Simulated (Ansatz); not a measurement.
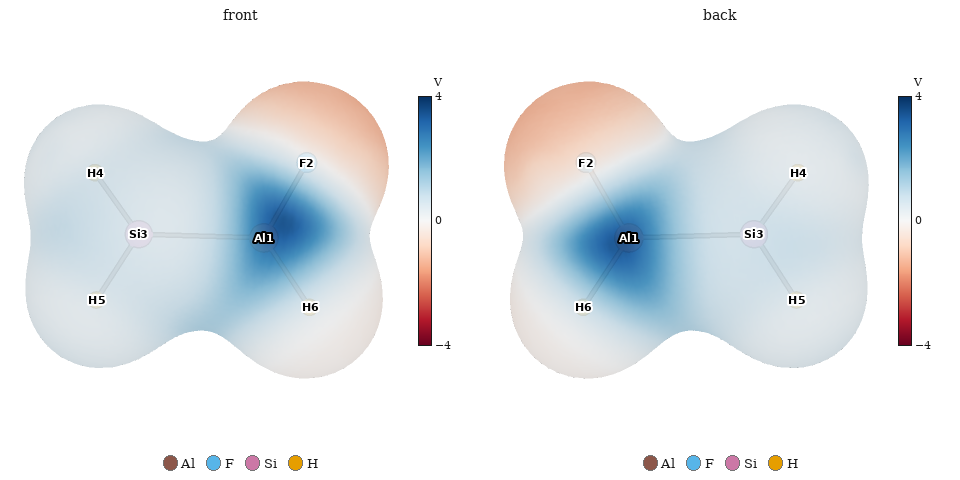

AlFH₃Si (SMILES [F][AlH][SiH2]) (doublet). The molecular electrostatic potential painted on the density surface at 0.002 e/bohr³, seen from the front and from behind; red is negative and blue positive.

Geometry: B3LYP/6-31G*.

Method: isolated molecule in a Gaussian basis; Kohn-Sham density functional theory, functional PBE0 in Ansatz 0.2.0.

```yaml
atoms:
  - { symbol: Al, position_ang: [-0.8413, 0.0933, 0.5990] }
  - { symbol: F, position_ang: [-1.2004, -1.4839, 0.9841] }
  - { symbol: Si, position_ang: [0.6071, 0.5112, -1.2616] }
  - { symbol: H, position_ang: [0.9119, -0.5005, -2.3092] }
  - { symbol: H, position_ang: [0.7464, 1.8851, -1.8183] }
  - { symbol: H, position_ang: [-1.4020, 1.2234, 1.5551] }
```

Where is the surface potential most negative and most positive?

The most negative region (about −1.3 V) lies over F2, the most positive (about +3.4 V) over Al1.

What dipole moment does the calculation give?

Its dipole moment is 1.59 D.
